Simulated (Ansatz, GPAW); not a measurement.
# Work function of a 7-layer slab of Mo(110) at several levels, part 3 of 3

How far do functional and basis move the work function of a 7-layer slab of Mo(110)?

GPAW 26.7.0 and Ansatz 0.2.0; Ansatz plane waves; slab in vacuum with a dipole correction, relaxation (the session's first sound run).

So far, upper work function (eV): step 2 (relaxation, PBE) 4.54; step 5 (OptPBE vdW: xc = "optPBE-vdW", GPAW, PAW setups, GPAW) 4.72; step 6 (self-consistent run: xc = "LDA") 4.84; step 7 (self-consistent run: xc = "vdW-DF2", GPAW, PAW setups, GPAW) 4.82; step 8 (self-consistent run: xc = "revPBE") 4.41.

**10. Real-space grid**

Level of this step: GPAW, PAW setups; slab in vacuum (GPAW).

A real-space grid is a second complete basis, so it checks the plane-wave result.

File run.py:

```python
import json
import numpy as np
from ase import Atoms
from gpaw import GPAW

slab = Atoms(
    ['Mo', 'Mo', 'Mo', 'Mo', 'Mo', 'Mo', 'Mo'],
    positions=[
        [0.00000, 0.00000, 7.00000],
        [2.22739, 0.00000, 9.22739],
        [0.00000, 0.00000, 11.45477],
        [2.22739, 0.00000, 13.69731],
        [0.00000, 0.00000, 15.94254],
        [2.22739, 0.00000, 18.19382],
        [0.00000, 0.00000, 20.33271]],
    cell=[[2.22739, -1.575, 0.0], [2.22739, 1.575, 0.0], [0.0, 0.0, 27.36432]],
    pbc=[True, True, False])

slab.calc = GPAW(mode='fd', h=0.18, xc='PBE', kpts={'size': (12, 12, 1), 'gamma': True},
                 occupations={'name': 'fermi-dirac', 'width': 0.1}, nbands='160%',
                 convergence={'density': 1e-05}, maxiter=200,
                 poissonsolver={'dipolelayer': 'xy'},
                 symmetry={'tolerance': 1e-3}, txt='slab.txt')
result = {}
energy = slab.get_potential_energy()
fermi = slab.calc.get_fermi_level()
v = slab.calc.get_electrostatic_potential().mean((0, 1)) - fermi
n = slab.calc.get_pseudo_density().mean((0, 1))
L = slab.cell[2, 2]
z = np.arange(len(v)) * L / len(v)
low, high = slab.positions[:, 2].min(), slab.positions[:, 2].max()
below, above = np.interp([low - 4.8, high + 4.8], z, v)
slopes = [np.interp(x, z, np.gradient(v, z)) for x in (low - 4.8, high + 4.8)]
eps = np.array([[slab.calc.get_eigenvalues(k, s) for k in range(len(slab.calc.get_ibz_k_points()))]
                for s in range(slab.calc.get_number_of_spins())]) - fermi
top, bottom = eps[eps < 0].max(), eps[eps > 0].min()
dipole = slab.get_dipole_moment()[2]
print(f'energy {energy:.4f} eV, Fermi level {fermi:.4f} eV, dipole {dipole:.5f} e A')
print(f'potential 4.8 A off the faces, from the Fermi level: lower {below:.4f} eV, upper {above:.4f} eV')
print(f'slope of the potential there: lower {slopes[0]:.5f}, upper {slopes[1]:.5f} eV/A')
print(f'nearest levels on the mesh: {top:.4f} and {bottom:.4f} eV')
print('magnetic moment', round(slab.get_magnetic_moment(), 3))
result.update(energy=energy, fermi=fermi, dipole=dipole, below=below, above=above, slopes=slopes, edges=[top, bottom],
              z=z.tolist(), v=v.tolist(), n=n.tolist(), positions=slab.positions.tolist(),
              forces=slab.get_forces(apply_constraint=False).tolist(), moments=slab.get_magnetic_moments().tolist())
json.dump(result, open('result.json', 'w'))
```

Launch:

```bash
OMP_NUM_THREADS=1 OPENBLAS_NUM_THREADS=1 python run.py
```

Numbers of over 12 decimals in the logs are rounded to 6 here.

Log:

```text

```

The job ended after 2.5 h (1 thread of Arm Neoverse N1, shared host; peak memory 2.8 GiB).

The run was cut off at its time limit.

**11. Atomic orbitals**

Atom-centred orbitals end a few angstrom from the surface, which tests how much the density's tail matters.

Changes to run.py since step 10:

```diff
@@ -18,4 +18,4 @@
 
-slab.calc = GPAW(mode='fd', h=0.18, xc='PBE', kpts={'size': (12, 12, 1), 'gamma': True},
-                 occupations={'name': 'fermi-dirac', 'width': 0.1}, nbands='160%',
+slab.calc = GPAW(mode='lcao', basis='dzp', h=0.18, xc='PBE', kpts={'size': (12, 12, 1), 'gamma': True},
+                 occupations={'name': 'fermi-dirac', 'width': 0.1}, nbands='120%',
                  convergence={'density': 1e-05}, maxiter=200,
```

Log:

```text

```

It took 2.5 h on 1 thread; peak memory 0.68 GiB.

The run was cut off at its time limit.

**12. A second plane-wave code**

A second program with its own datasets checks the number independently.

This step: Ansatz plane waves; slab in vacuum with a dipole correction (Ansatz 0.2.0).

File input.yaml:

```yaml
crystal:
  lattice:
    - [2.2273863607, -1.575, 0.0]
    - [2.2273863607, 1.575, 0.0]
    - [0.0, 0.0, 27.3643181644]
  atoms:
    - { symbol: Mo, position: [0.0, 0.0, 0.2558075797] }
    - { symbol: Mo, position: [0.5, 0.5, 0.3372050531] }
    - { symbol: Mo, position: [0.0, 0.0, 0.4186025266] }
    - { symbol: Mo, position: [0.5, 0.5, 0.5005535381] }
    - { symbol: Mo, position: [0.0, 0.0, 0.5826030845] }
    - { symbol: Mo, position: [0.5, 0.5, 0.6648737246] }
    - { symbol: Mo, position: [0.0, 0.0, 0.7430371877] }
kpoints:
  mp_grid: { grid: [12, 12, 1] }
hamiltonian:
  xc: pbe
scf:
  occupations: { method: fermi_dirac, width: 0.1 }
efield:
  axis: 3
  dipole_correction: true
  ramp_width: 0.05
output:
  forces: true
  write_potential: true
  write_density: true
  volumetric_format: npy
```

Launch:

```bash
ansatz run input.yaml --threads 4 --pin off --max-ram 8192MiB --backend cpu --events-out ev --progress --plain --runs-dir out
```

Log:

```text
[...]
Crystal: 7 atoms, lattice volume = 191.995 Å³
Basis set: ecut = 420 eV, 3809 PW (Γ), exchange–correlation on 40×40×384 points (8 copies of the dense FFT grid, shifted against one another)
Bands: 59, of which v1, the nominal top of the filled ones, is band 49 counted from 1 (48 counted from 0)
Symmetry: 4 space group operations
[...]
k-points: 43 of 144
[...]
SCF iter   1: F=—  HF=-34689.780421 eV  |F-HF|=—  |Δ(HF+E_count)|=         —  Δρ=4.19e-3  dr2=2.85e-1  ethr=1.77e-3  p=0.005 e·Å  D=4.88e-3 V/Å  ΔV_dip=-0.13 eV  dr2_dipole=2.29e-3  V_vac-E_F(+/−)=4.74/4.87 eV  ⟨swp⟩=8.3  Hψ=25195  notcnv=0  defer=32
[...]
SCF iter   8: F=-34689.773118 eV  HF=-34689.773118 eV  |F-HF|=3.78e-9  |Δ(HF+E_count)|=   3.39e-8  Δρ=1.80e-6  dr2=1.30e-8  ethr=1.02e-10  p=0.004 e·Å  D=3.73e-3 V/Å  ΔV_dip=-0.10 eV  dr2_dipole=1.57e-10  V_vac-E_F(+/−)=4.54/4.65 eV  ⟨swp⟩=17.8  Hψ=23116  notcnv=0
SCF 1 converged in 8 iterations: F = -34689.773118 eV  dr2 = 1.30e-8
[...]
SCF converged after 8 iterations
Free energy (F): -34689.773118 eV
[...]
Internal energy: -34689.610431 eV  (E = F + TS)
E sigma→0 (E₀):  -34689.691774 eV
Entropy (-TS):   -0.162686 eV (-23.241 meV/atom)
Fermi energy:    10.124200 eV
Dipole field:    D = 0.003751 V/Å  (p = 0.003980 e·Å, saw-weighted, corrected)
Work function:   Φ+ = 4.5436 eV   Φ− = 4.6463 eV
[...]
--- Forces (eV/Å), atoms counted from 1 ---
  atom   1  Mo     0.00000000     0.00000000     0.54713098
  atom   2  Mo     0.00000000     0.00000000    -0.65435827
  atom   3  Mo     0.00000000     0.00000000     0.10754757
  atom   4  Mo     0.00000000     0.00000000     0.00204155
  atom   5  Mo     0.00000000     0.00000000    -0.00780902
  atom   6  Mo     0.00000000     0.00000000    -0.00468524
  atom   7  Mo     0.00000000     0.00000000     0.01012914
  max |Σ_I F_I| component: 3.29e-6 eV/Å
--- Band table (eV; the first three rows and the last of 43) ---
  k-point 0: bands = [... 45 lower, 8.8337, 8.9710, 9.0386, 9.4063, 9.9457, 10.2538, 10.8702, 11.2516, ... 16 higher]
  k-point 1: bands = [... 45 lower, 8.7162, 8.9643, 9.1498, 9.5677, 9.6630, 10.3694, 10.5077, 10.7574, ... 16 higher]
  k-point 2: bands = [... 45 lower, 8.5749, 8.8310, 9.3169, 9.4916, 9.7090, 9.8952, 10.2998, 10.9979, ... 16 higher]
  k-point 42: bands = [... 45 lower, 10.5437, 10.5697, 11.0248, 11.1489, 11.2515, 11.3997, 11.6536, 12.4426, ... 16 higher]
```

It took 43 s on 4 threads; peak memory 0.79 GiB; 2.6 min of CPU time.

Numbers from this step:

* upper work function: 4.544 eV
* lower work function: 4.646 eV
* dipole along the normal: 0.003980 e·Å
* dipole field: 0.003751 V/Å

The electrostatic potential energy of an electron (with the applied field's), less the Fermi level, planar mean oscillates, so the rows of the table below give means over windows of 2.28 Å about each position, cut where the curve ends. Its maxima inside the range that stand out by 2 % of the span (Å: eV): 8.1: -2.14, 10.4: -2.42, 12.5: -2.11, 14.8: -2.04, 17.1: -2.11, 19.2: -3.09. Its minima: 7.0: -23.3, 9.3: -23.7, 11.4: -23.5, 13.7: -23.6, 16.0: -23.6, 18.2: -23.7, 20.4: -23.3.

The electrostatic potential energy of an electron (with the applied field's), less the Fermi level, planar mean by z; means over each step:

```
z (Å)  electrostatic potential energy of an electron (with the applied field's), less the Fermi level, planar mean (eV)
 1.14                                                                                                              4.64
 3.42                                                                                                              4.61
 5.70                                                                                                             -2.48
 7.98                                                                                                             -12.9
10.26                                                                                                             -13.1
12.54                                                                                                             -12.9
14.82                                                                                                             -12.8
17.10                                                                                                             -12.8
19.38                                                                                                             -13.9
21.66                                                                                                             -2.22
23.94                                                                                                              4.51
26.22                                                                                                              4.55
```

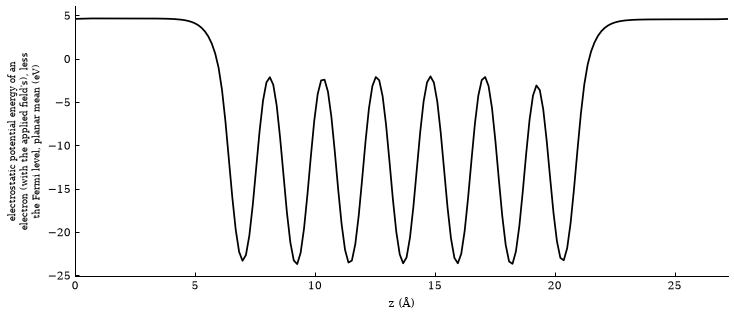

Electrostatic potential energy of an electron (with the applied field's), less the Fermi level, planar mean, plotted against z.

The valence density, planar mean oscillates, so the rows of the table below give means over windows of 2.28 Å about each position, cut where the curve ends. Its maxima inside the range that stand out by 2 % of the span (Å: e/Å³): 7.0: 1.61, 9.3: 1.60, 11.4: 1.60, 13.7: 1.61, 16.0: 1.61, 18.2: 1.60, 20.4: 1.60. Its minima: 8.1: 0.323, 10.4: 0.325, 12.5: 0.317, 14.8: 0.315, 17.1: 0.313, 19.2: 0.361.

Valence density, planar mean against z; means over each step:

```
z (Å)  valence density, planar mean (e/Å³)
 1.14                               4.6e-6
 3.42                              0.00115
 5.70                                0.326
 7.98                                0.911
10.26                                0.911
12.54                                0.901
14.82                                0.900
17.10                                0.895
19.38                                0.972
21.66                                0.308
23.94                              0.00106
26.22                               4.6e-6
```

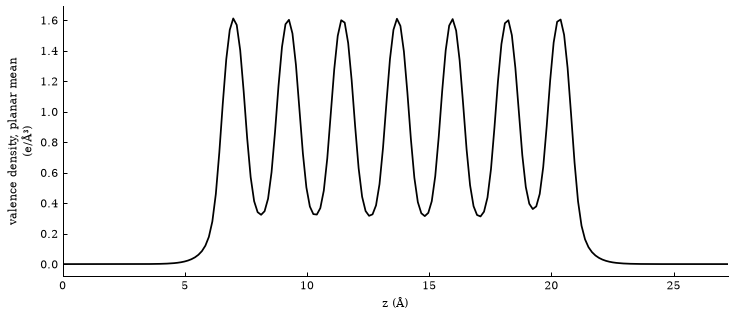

Valence density, planar mean, plotted against z.

Force by atom:

```
atom  x (eV/Å)  y (eV/Å)  z (eV/Å)   size
 Mo1     0.000     0.000     0.547  0.547
 Mo2     0.000     0.000    -0.654  0.654
 Mo3     0.000     0.000     0.108  0.108
 Mo4     0.000     0.000     0.002  0.002
 Mo5     0.000     0.000    -0.008  0.008
 Mo6     0.000     0.000    -0.005  0.005
 Mo7     0.000     0.000     0.010  0.010
```

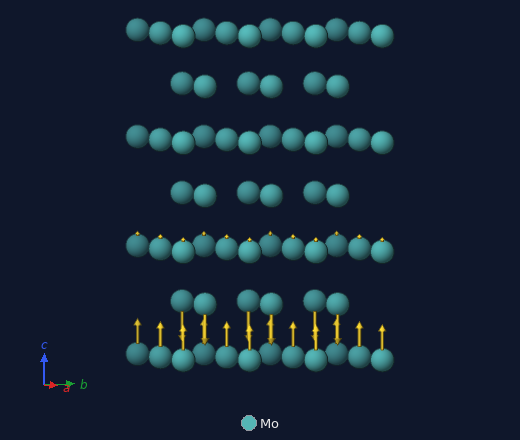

Force as arrows, the longest 0.654 eV/Å. 2×3×1 cells are drawn. Some periodic images of atoms are drawn too.

The upper face's work function is 4.544 eV, against 4.536 eV in the first plane-wave PBE run at this geometry.

**13. Side by side**

Results and costs are gathered.

This step: comparison of work functions, dipole and cost (GPAW 26.7.0).

Ladder, by row:

```
      step    code  work function, upper (eV)  work function, lower (eV)  dipole (e Å)  wall time (s)  peak memory (GiB)  threads
        pw    GPAW                      4.536                      4.639      0.003998           1360                0.4        1
      RPBE    GPAW                      4.387                      4.489      0.003973           1308                0.4        1
optPBE-vdW    GPAW                      4.718                      4.816      0.003808           1476               0.53        1
       LDA    GPAW                      4.835                      4.935      0.003865           1306                0.4        1
   vdW-DF2    GPAW                      4.822                      4.916      0.003613           1443               0.53        1
    revPBE    GPAW                      4.407                       4.51      0.004002           1372                0.4        1
    ansatz  Ansatz                      4.544                      4.646       0.00398             43               0.79        4
```

**14. Results**

```
work function, upper and lower face : 4.536 and 4.639 eV
dipole along the normal             : 0.00400 e Å
```

**Reading.** With plane waves and PBE the work function is 4.54 eV on the upper face and 4.64 eV on the lower. The two faces differ by 0.10 eV, the step that the slab's dipole makes (e p/(ε0 A) gives 0.10 eV), so the dipole layer is needed. The lowest atoms were held at bulk positions, which alone makes the faces unlike. The measured value for this face is 4.95 eV (as compiled in "Anisotropic work function of elemental crystals", 2019, arxiv:1902.07811); the relaxed upper face lies 0.41 eV under it with PBE, and LDA comes nearest (4.84 eV). Measured work functions scatter by a tenth of an eV or more between methods. Over the sound runs of the table the upper face's work function spans 4.387 (RPBE) to 4.835 eV (LDA). The two plane-wave codes differ by 0.0076 eV on the upper face. The in-plane lattice was kept as typed, which isn't the functional's own and leaves some strain; spin-orbit coupling and temperature are left out.

[Logs are printed without paths, hosts, clocks, repeated set-up lines and the standing remarks that a program may print on its own settings, such as how far it seeks lower states.]

[Hosts, paths, dates, database ids (printed as entryN), source tags and the programs' standing remarks are cut or masked in the printed files.]
